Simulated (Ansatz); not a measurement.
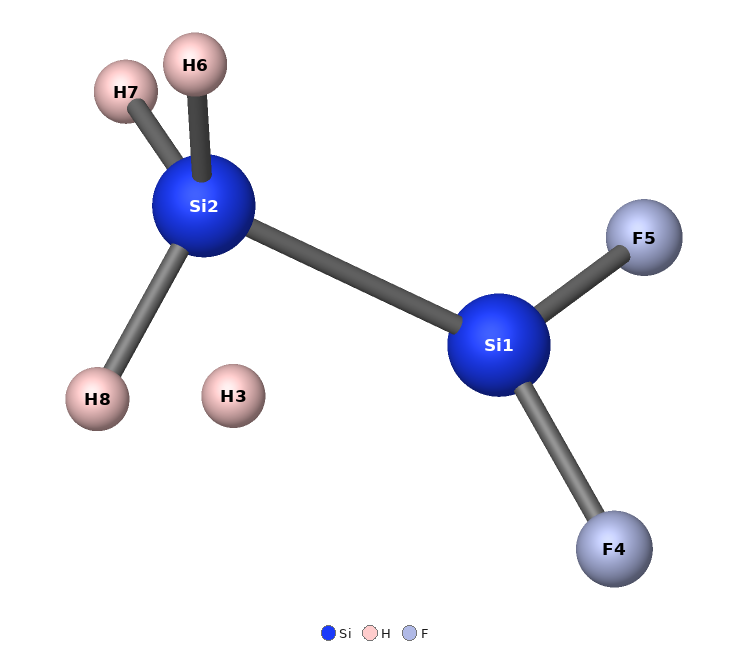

Harmonic vibrations computed with RKS PBE0-D4/def2-SVP (Ansatz 0.2.0) at a stationary point of the same level.

Q: Is this a minimum or a saddle point?

A: A first-order saddle point: one imaginary frequency, 249i cm⁻¹.

Q: How many vibrational modes are there, and where do they lie?

A: 18 modes: 249i, 132, 272, 275, 331, 444, 562, 607, 833, 852, 906, 949, 989, 995, 1241, 2150, 2243, 2270 cm⁻¹.
